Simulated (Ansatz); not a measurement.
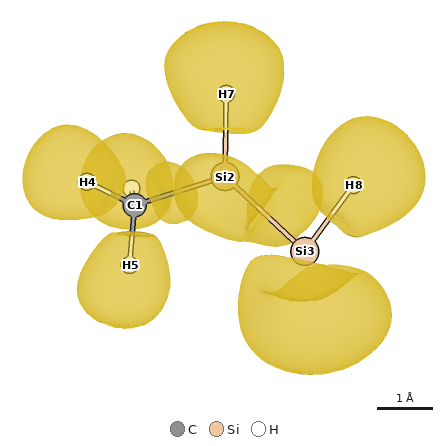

Figure 1: CH5Si2 (charge −1). Isosurface of the ELF at 0.8 (yellow), seen at a tilt. Core shells and regions of very low density are left out.

Geometry: PBE0-D3(BJ)/def2-SVPD.

The calculation used isolated molecule in a Gaussian basis; Kohn-Sham density functional theory, functional PBE0 (Ansatz 0.2.0).

```yaml
atoms:
  - { symbol: C, position_ang: [-0.7375, -0.0794, -0.3115] }
  - { symbol: Si, position_ang: [1.1630, 0.0570, -0.5613] }
  - { symbol: Si, position_ang: [2.4384, -1.5208, -1.3723] }
  - { symbol: H, position_ang: [-1.0301, 0.0428, 0.7455] }
  - { symbol: H, position_ang: [-1.0777, -1.0739, -0.6413] }
  - { symbol: H, position_ang: [-1.2911, 0.6762, -0.8949] }
  - { symbol: H, position_ang: [1.5145, 1.4548, -0.0783] }
  - { symbol: H, position_ang: [3.6608, -0.5849, -1.2060] }
```

### Where are the electrons localised?

At this value the surface marks out one region between bonded C–Si atoms (shared pairs), one region between bonded Si–Si atoms (shared pairs), five regions around hydrogen nuclei and one lobe on Si, pointing away from the bonds (lone pairs). Along the contacts the grid gives the following. C–Si (1.92 Å): the ELF peaks at about 0.95 between the atoms; a covalent bond. Si–Si (2.18 Å): the ELF peaks at about 0.90 between the atoms (a shared electron pair).
